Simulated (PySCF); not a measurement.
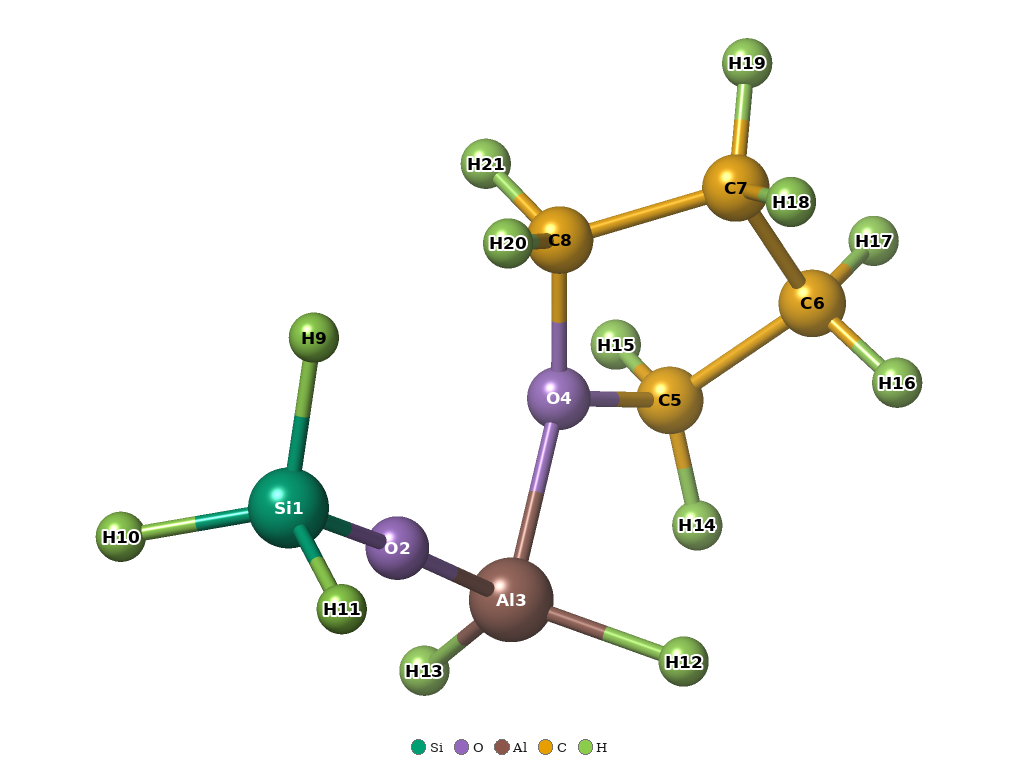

The geometry was computed by an optimisation with GFN2-xTB. No frequency run is at hand to confirm it as a minimum. Electric field gradients from the ground-state density, PBE0/pcSseg-1 (PySCF 2.14.0), non-relativistic apart from any core potentials.

Give the largest field-gradient component, the quadrupole coupling constant and the asymmetry for 17O at O2 (Q = −25.6 mb), 27Al at Al3 (Q = 146.6 mb), 17O at O4 (Q = −25.6 mb), 2H at H9 (Q = 2.86 mb), 2H at H10 (Q = 2.86 mb).

| atom | V_zz (a.u.) | e²qQ/h (MHz) | η |
| --- | --- | --- | --- |
| O2 | 0.897 | −5.39 | 0.16 |
| Al3 | 0.798 | 27.5 | 0.42 |
| O4 | −2.015 | 12.12 | 0.64 |
| H9 | 0.155 | 0.104 | 0.03 |
| H10 | 0.161 | 0.108 | 0.01 |

The geometry is semi-empirical. Around Al, Si such bond lengths and angles can be off by a tenth of an ångström or more and by several degrees, and values that hang on the shape move with them.
